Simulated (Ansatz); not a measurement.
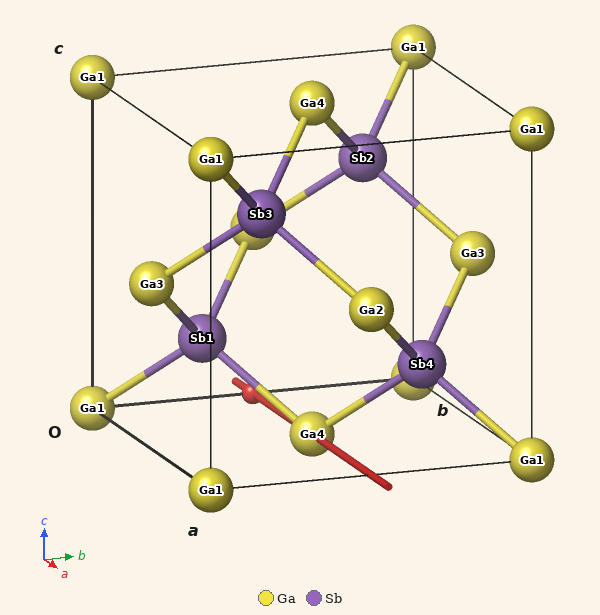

For GaSb, a calculation's input that goes back to an entry of the Crystallography Open Database (an earlier step may have relaxed or displaced it): the coloured rod is the axis of a symmetry operation of the crystal, the small sphere its inversion point. Symmetry computed with spglib at a tolerance of 0.002 Å; standard conventional cell.

a = 6.118 Å, b = 6.118 Å, c = 6.118 Å, α = 90.00°, β = 90.00°, γ = 90.00°.

```json
{"atom": "Ga1", "x": "0.0000", "y": "0.0000", "z": "0.0000"}
{"atom": "Sb1", "x": "0.2500", "y": "0.2500", "z": "0.2500"}
{"atom": "Ga2", "x": "0.0000", "y": "0.5000", "z": "0.5000"}
{"atom": "Sb2", "x": "0.2500", "y": "0.7500", "z": "0.7500"}
{"atom": "Ga3", "x": "0.5000", "y": "0.0000", "z": "0.5000"}
{"atom": "Sb3", "x": "0.7500", "y": "0.2500", "z": "0.7500"}
{"atom": "Ga4", "x": "0.5000", "y": "0.5000", "z": "0.0000"}
{"atom": "Sb4", "x": "0.7500", "y": "0.7500", "z": "0.2500"}
```

Take the operation x, y, z → −x, z+1/2, −y+1/2.

What kind of operation is it, and where does it lie?

It is a −4 rotoinversion axis with its inversion point at (0, 1/2, 0), along [1 0 0].

Onto which atom does it carry each atom (up to whole multiples of a, b and c)?

Ga1 → Ga2, Sb1 → Sb4, Ga2 → Ga1, Sb2 → Sb3, Ga3 → Ga3, Sb3 → Sb1, Ga4 → Ga4, Sb4 → Sb2.

What is the crystal's space group?

No. 216, F-43m.
